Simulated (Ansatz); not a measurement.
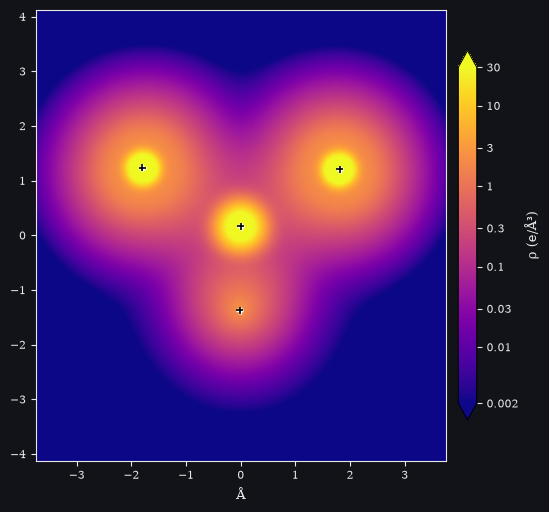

The total electron density on a plane through atoms (crosses mark nuclei in the plane).

Theory: RKS B3LYP-D4/def2-SVP (Ansatz).

Candidates:
A. FH5W
B. AlCl2H···HCl

> Which system is this?

Candidate B: AlCl2H···HCl on the plane of atoms Cl3, Al1 and Cl4, which holds Al, H and Cl. Al–Cl (2.09 Å): the density is about 0.71 e/Å³ at the midpoint. Al–H (1.54 Å): ρ is about 0.57 e/Å³ halfway.
